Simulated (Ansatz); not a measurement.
# PBE0/STO-3G run of BHO2 (oxoborinic acid)

What is the vertical ionisation energy of BHO2 (oxoborinic acid) at PBE0/STO-3G? 

Program for the calculation: Ansatz 0.2.0.

60 further runs of the same task are left out: 2 that didn't finish, 58 set aside as unsound or not needed.

**1. Starting point**

BHO2: 4 atoms, total charge 0, spin state singlet. As SMILES, `O=BO`. Geometry: relaxed at PBE0-D4/def2-TZVP.

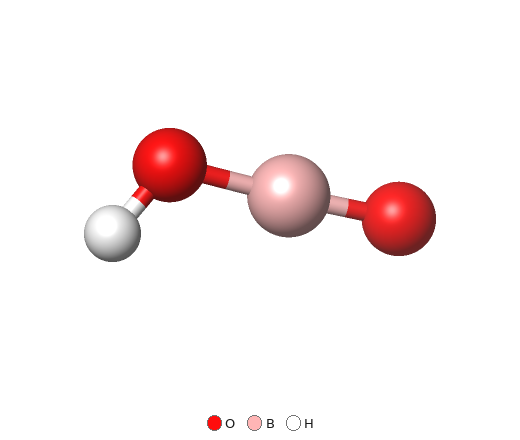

The structure, seen from a chosen angle (oxygen red, boron pink, hydrogen white).

**2. A single-point energy at PBE0/STO-3G**

molecule.yaml

```yaml
basis:
  gaussian:
    orbitals: STO-3G
crystal:
  periodic: [false, false, false]
  atoms:
    - {symbol: O, position_ang: [-1.555100, 0.523500, 0.428500]}
    - {symbol: B, position_ang: [-0.423900, 0.132000, 0.248600]}
    - {symbol: O, position_ang: [0.816700, -0.302000, 0.108600]}
    - {symbol: H, position_ang: [1.162300, -0.353500, -0.785700]}
accuracy: high
hamiltonian:
  xc: {name: PBE0}
```

Run with:

```bash
ansatz run molecule.yaml --threads 1 --pin off --max-ram 2610MiB --events-out events.jsonl --progress --plain --runs-dir runs
```

The log of the run:

```text
Warning: RAYON_NUM_THREADS=1 ignored (pool sized by the plan → 1); use --threads N
Functional definition: PBE0
  name "PBE0"
  parameter a = 0.25
  parameter kappa = 0.804
  parameter beta = 0.06672455060314922
  exchange = (1 - a)*pbe_x(kappa = kappa, mu = beta*pi^2/3) + a*exact_x
  correlation = pbe_c(beta = beta)
273 factors; integrals over basis functions are off by at most 3.1e-8 eV
mean field evaluation 1: about -4715.5370 eV, gradient 2.8e1 eV
mean field evaluation 2: about -4703.7889 eV, gradient 7.9e1 eV
mean field evaluation 4: about -4718.1024 eV, gradient 2.6e0 eV
mean field evaluation 8: about -4718.0970 eV, gradient 4.7e-2 eV
mean field evaluation 16: about -4718.0970 eV, gradient 1.1e-7 eV
mean field -4718.09697935 eV, -173.3868659503 hartree, gradient 5.1e-9 eV, S^2 0.000000; 0 other end points of the search recorded, 0 dependent functions left out
reference -4718.09698050 eV, -173.3868659924 hartree; 11, 11 occupied and 5, 5 virtual orbitals, 273 factors
Total energy: -4718.09698050 eV, -173.3868659924 hartree
```

It took 0.76 s on 1 thread of Arm Neoverse V1, shared host.

**3. The doublet cation at the same level**

job.yaml

```yaml
crystal:
  periodic: [false, false, false]
  atoms:
    - {symbol: O, position_ang: [-1.555100, 0.523500, 0.428500]}
    - {symbol: B, position_ang: [-0.423900, 0.132000, 0.248600]}
    - {symbol: O, position_ang: [0.816700, -0.302000, 0.108600]}
    - {symbol: H, position_ang: [1.162300, -0.353500, -0.785700]}
basis:
  gaussian: {orbitals: STO-3G}
total_charge: 1
hamiltonian: {xc: pbe0}
magnetization: {spin_polarized: true, initial_magnetization: 1}
accuracy: high
```

Run with:

```bash
ansatz run job.yaml --threads 1 --pin off --max-ram 2610MiB --events-out events.jsonl --progress --plain --runs-dir runs
```

The log of the run, shortened:

```text
Warning: RAYON_NUM_THREADS=1 ignored (pool sized by the plan → 1); use --threads N
[... 7 set-up lines as earlier in the session ...]
273 factors; integrals over basis functions are off by at most 3.1e-8 eV
mean field evaluation 1: about -4705.6794 eV, gradient 2.1e1 eV
mean field evaluation 2: about -4698.3755 eV, gradient 4.5e1 eV
mean field evaluation 4: about -4708.6543 eV, gradient 4.6e0 eV
mean field evaluation 8: about -4708.7616 eV, gradient 4.3e-2 eV
mean field evaluation 16: about -4708.7617 eV, gradient 4.7e-5 eV
mean field -4708.76166102 eV, -173.0437993291 hartree, gradient 1.7e-8 eV, S^2 0.778574; 2 other end points of the search recorded, 0 dependent functions left out
reference -4708.76166212 eV, -173.0437993695 hartree; 11, 10 occupied and 5, 6 virtual orbitals, 273 factors
Total energy: -4708.76166212 eV, -173.0437993695 hartree
```

It took 1.7 s on 1 thread of Arm Neoverse V1, shared host; peak memory 0.11 GiB.

**4. Outcome**

At PBE0/STO-3G:

| quantity | value |
| --- | --- |
| singlet BHO2: total energy | -173.38687 Eh |
| doublet cation: total energy | -173.04380 Eh |
| doublet cation: ⟨S²⟩ | 0.779 |
| vertical ionisation energy (to the doublet cation) | 9.335 eV |

**Reading.** The vertical ionisation energy comes to 9.34 eV (215 kcal/mol). In a minimal basis such a difference can be off by several eV, whatever the method.
